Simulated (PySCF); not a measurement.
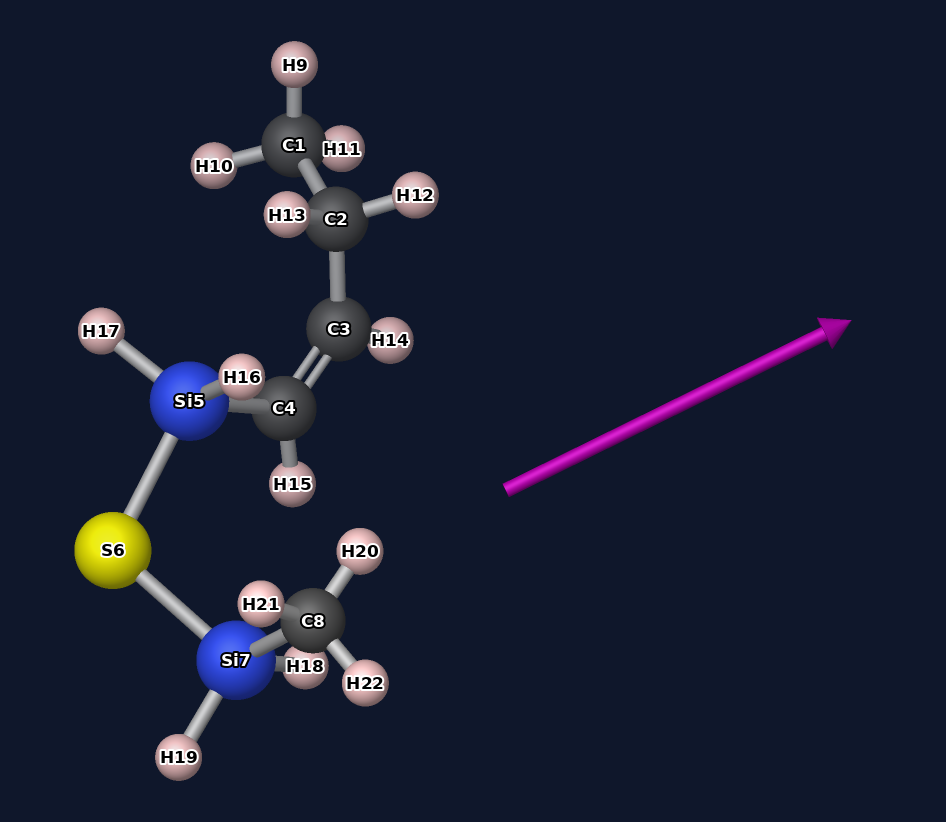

The arrow beside the molecule shows the direction of the dipole moment, from the negative to the positive end (its length means nothing). Computed geometry: GFN2-xTB optimisation. No frequency run is at hand to confirm it as a minimum. Method: PBE0/pcSseg-1, gas phase (PySCF 2.14.0).

Estimate the dipole moment.

2.88 D; it points from the side of H19 to the side of H12 (the outermost atoms at the two ends).

The geometry is semi-empirical. Around Si such bond lengths and angles can be off by a tenth of an ångström or more and by several degrees, and values that hang on the shape move with them.
